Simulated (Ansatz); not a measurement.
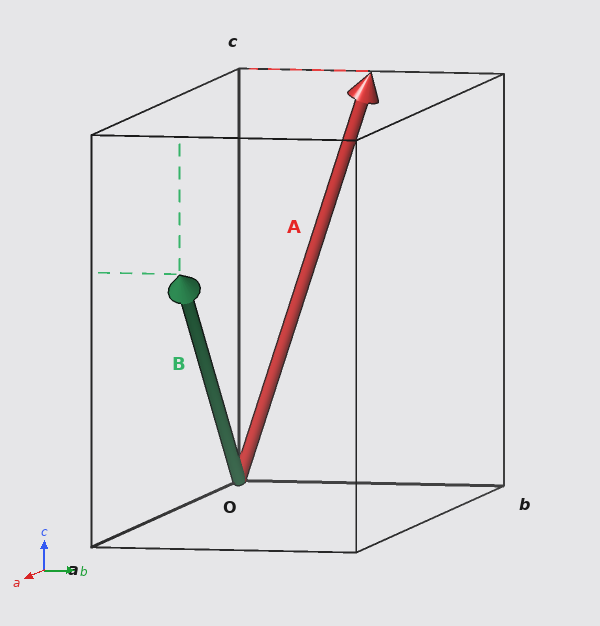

Crystal: GaN, the end point of a relaxation with Ansatz 0.2.0, DFT PBE, scalar-relativistic, plane waves, PAW. Each arrow starts at a corner of the unit cell and ends on its surface; where a tip isn't a corner, dashed lines run from it parallel to the axes. All values are computed from the atomic coordinates in the standard setting (tolerance 0.002 Å).

a = 3.218 Å, b = 3.218 Å, c = 5.243 Å, α = 90.00°, β = 90.00°, γ = 120.00°.

Question: Give [uvw] of each arrow.

Answer: Arrow A runs from (0, 0, 0) to (0, 1/2, 1), so [0 1 2], in four indices [−1 2 −1 6]; Arrow B runs from (0, 0, 0) to (1, 1/3, 2/3), so [3 1 2], in four indices [5 −1 −4 6].

Question: How long is the vector ua + vb + wc in each case, and what angles do the directions make?

Answer: A 10.969 Å; B 13.508 Å. A–B: 45.0°.

Question: In P6_3mc, No. 186, how many directions are equivalent to A (Laue class 6/mmm, both senses counted)?

Answer: 12.
